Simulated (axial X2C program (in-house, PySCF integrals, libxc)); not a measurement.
# A two-component session on InSe: EOM-EA-CCSD levels

Wanted for InSe: EOM-EA-CCSD levels, at the two-component level.

Method: two-component X2C with atomic mean-field terms, In dyall-acv3z, Se dyall-acv3z; program: an in-house X2C program for linear molecules on PySCF integrals.

All values are calculated.

## Step 1: Set-up

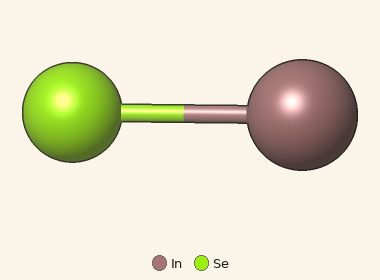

The two atoms at 2.430 Å (indium brown, selenium green).

File task.json:

```json
{"zs": [49, 34], "q": 0, "bas": ["dyall-acv3z", "dyall-acv3z"], "r0": 2.43, "eom": "ea", "thr": -2.0, "nmax": 92, "grid": [1, 0.96, 1.045, 0.92, 1.09, 1.15]}
```

Keys: zs atomic numbers; q charge; bas basis sets; r0 starting distance in Å; eom kind of EOM run; thr threshold in hartree for freezing inner shells (an s shell follows its p shell); nmax most natural virtual spinors; grid distances as factors.

The run is started by

```
$ python soeom.py task.json out
```

Nuclei are Gaussian, cores are contracted, and the Gaunt term is on.

## Step 2: EOM-EA-CCSD at 2.411 Å

Reference: the closed shell InSe⁺; 18 electrons correlated, 84 virtual spinors; roots sought by Ω: 1/2: 5, 3/2: 4, 5/2: 2, 7/2: 1.

Output:

```text
two-component X2C + atomic mean field  HF
basis functions 263  fitting functions 1401  grid points 5804
iter        total energy     max residual
   1      -8302.883297213     2.20e-01
   2      -8302.917818209     5.03e-03
   3      -8302.918870630     2.88e-03
   4      -8302.919040638     1.21e-03
   5      -8302.919118219     4.79e-04
   6      -8302.919166738     2.45e-04
   7      -8302.919193439     2.09e-04
   8      -8302.919214030     1.85e-04
   9      -8302.919232801     1.14e-04
  10      -8302.919244886     2.47e-05
  11      -8302.919245482     1.45e-05
  12      -8302.919245510     4.28e-06
  13      -8302.919245515     1.78e-06
  14      -8302.919245515     4.35e-07
converged
one-electron -12174.73182580  Coulomb 3755.59604191  exact exchange -245.27330896  xc functional 0.00000000  nuclear repulsion 365.66123326  atomic mean-field constant -4.17138593
correlated 18  virtual 340  natural virtual 84  E(MP2) -0.622116716  MP2 remainder -0.143801663
iter   CCSD correlation   residual
   1     -0.454900716   1.61e-01
   2     -0.467861134   9.06e-02
   3     -0.472134326   5.63e-02
   4     -0.472324556   3.00e-02
   5     -0.472947576   1.76e-02
   6     -0.473057976   1.21e-02
   7     -0.473105335   1.05e-02
   8     -0.473358197   8.66e-03
   9     -0.473247952   5.78e-03
  10     -0.473373843   3.48e-03
  11     -0.473332413   2.37e-03
  12     -0.473332179   1.79e-03
  13     -0.473318239   9.89e-04
  14     -0.473332621   5.04e-04
  15     -0.473338953   1.69e-04
  16     -0.473340820   7.31e-05
  17     -0.473340230   3.62e-05
  18     -0.473339712   1.66e-05
  19     -0.473339346   7.23e-06
  20     -0.473339326   4.27e-06
(T) -0.015269217  T1 0.0604  D1 0.1725  max T2 0.265
EOM-EA-CCSD roots
2*Omega      energy/Eh   energy/eV  one-particle weight
    1      -0.30776197     -8.3746      0.935
    1      -0.21094203     -5.7400      0.030
    1      -0.19096852     -5.1965      0.882
    1      -0.12507259     -3.4034      0.000
    1      -0.11844175     -3.2230      0.659
    3      -0.21345301     -5.8084      0.004
    3      -0.18680751     -5.0833      0.933
    3      -0.12004539     -3.2666      0.000
    3      -0.09057550     -2.4647      0.008
    5      -0.11187767     -3.0443      0.000
    5      -0.08345595     -2.2710      0.000
    7      -0.08314913     -2.2626      0.000
```

T1 in the output is the amplitude norm over the root of the electron number; divide by √2 for the Lee–Taylor value.

```
  Ω  binding energy (eV)  above lowest (cm⁻¹)                           spinor  weight
1/2                8.375                    0  29% Se pσ, 25% In pσ, 22% Se pπ    0.93
1/2                5.197                25630   69% In pπ, 12% Se dπ, 8% Se pπ    0.88
3/2                5.083                26550   72% In pπ, 12% Se dπ, 6% Se pπ    0.93
1/2                3.223                41550  52% In pσ, 22% In dσ, 12% Se sσ    0.66
```

Wall time 35 s (1 thread of Arm Neoverse V1, shared host); peak memory 1.1 GiB.

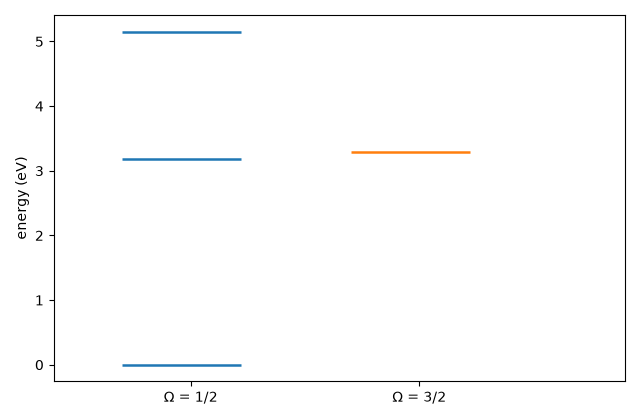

The roots by Ω, from the lowest.

## Step 3: EOM-EA-CCSD at 2.315 Å

| Ω | binding energy (eV) | above lowest (cm⁻¹) | spinor | weight |
| --- | --- | --- | --- | --- |
| 1/2 | 8.503 | 0 | 31% In pσ, 30% Se pσ, 15% In sσ | 0.93 |
| 1/2 | 5.210 | 26560 | 65% In pπ, 12% Se dπ, 9% In dπ | 0.91 |
| 3/2 | 5.072 | 27670 | 68% In pπ, 13% Se dπ, 8% In dπ | 0.94 |
| 1/2 | 3.175 | 42970 | 50% In pσ, 25% In dσ, 12% Se sσ | 0.65 |

Wall time 37 s (1 thread of Arm Neoverse V1, shared host); peak memory 1.1 GiB.

## Step 4: EOM-EA-CCSD at 2.519 Å

| Ω | binding energy (eV) | above lowest (cm⁻¹) | spinor | weight |
| --- | --- | --- | --- | --- |
| 1/2 | 8.233 | 0 | 32% Se pπ, 27% Se pσ, 20% In pσ | 0.93 |
| 1/2 | 5.155 | 24820 | 72% In pπ, 11% Se dπ, 8% Se pπ | 0.85 |
| 3/2 | 5.068 | 25530 | 76% In pπ, 11% Se dπ | 0.93 |
| 1/2 | 3.289 | 39880 | 56% In pσ, 18% In dσ, 12% Se sσ | 0.87 |

Wall time 38 s (1 thread of Arm Neoverse V1, shared host); peak memory 1.2 GiB.

## Step 5: EOM-EA-CCSD at 2.218 Å

```csv
Ω,binding energy (eV),above lowest (cm⁻¹),spinor,weight
1/2,8.630,0,"37% In pσ, 30% Se pσ, 19% In sσ",0.94
1/2,5.201,27650,"63% In pπ, 13% Se dπ, 12% In dπ",0.62
3/2,5.011,29180,"64% In pπ, 13% Se dπ, 11% In dπ",0.82
1/2,3.115,44470,"48% In pσ, 28% In dσ, 11% Se sσ",0.68
```

Run time: 38 s. Hardware: 1 thread of Arm Neoverse V1, shared host; peak memory 1.2 GiB.

## Step 6: EOM-EA-CCSD at 2.628 Å

```
  Ω  binding energy (eV)  above lowest (cm⁻¹)                           spinor  weight
1/2                8.076                    0  40% Se pπ, 25% Se pσ, 16% In pσ    0.93
1/2                5.095                24050   75% In pπ, 10% Se dπ, 7% Se pπ    0.79
3/2                5.036                24520             79% In pπ, 10% Se dπ    0.91
1/2                3.419                37560  59% In pσ, 15% In dσ, 11% Se sσ    0.88
```

Run time: 41 s. Hardware: 1 thread of Arm Neoverse V1, shared host; peak memory 1.2 GiB.

## Step 7: EOM-EA-CCSD at 2.773 Å

```csv
Ω,binding energy (eV),above lowest (cm⁻¹),spinor,weight
1/2,7.835,0,"48% Se pπ, 23% Se pσ, 13% In pσ",0.92
3/2,4.990,22940,"83% In pπ, 9% Se dπ",0.87
1/2,3.616,34030,"62% In pσ, 12% In dσ, 9% Se sσ",0.90
```

Run time: 44 s. Hardware: 1 thread of Arm Neoverse V1, shared host; peak memory 1.2 GiB.

## Step 8: Curves of the states

Energies in eV from the lowest point of the lowest state; states are followed by energy order within each Ω.

```csv
R (Å),(1)Ω=1/2,(2)Ω=3/2
2.218,0.2943,3.9125
2.315,0.1280,3.5588
2.411,0.0364,3.3277
2.519,0.0000,3.1650
2.628,0.0246,3.0653
2.773,0.1323,2.9767
```

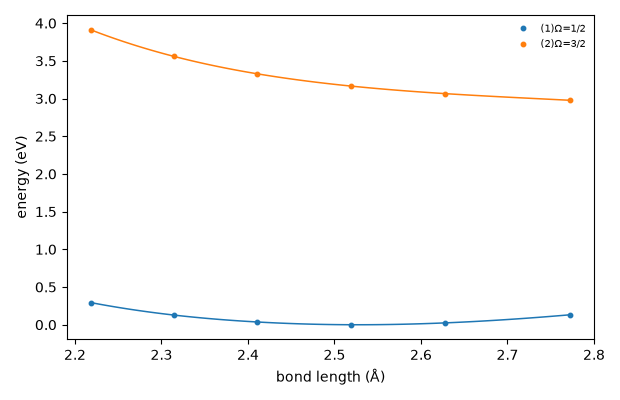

The states along the bond.

## Step 9: Results

```
                     quantity                             value
       lowest root at 2.411 Å                 Ω = 1/2, 8.375 eV
next root led by one particle  Ω = 1/2, about 25630 cm⁻¹ higher
          T1 of the reference                             0.043
```

In words: The added electron is bound by 8.37 eV in a spinor of 29% Se pσ, 25% In pσ, 22% Se pπ. Errors of 0.1 to 0.3 eV are usual at this size, and roots led by higher excitations are left out, so the list is incomplete, and low states of that kind can be missing. T1 or the largest double amplitude of the reference is raised, which lowers the reliability.
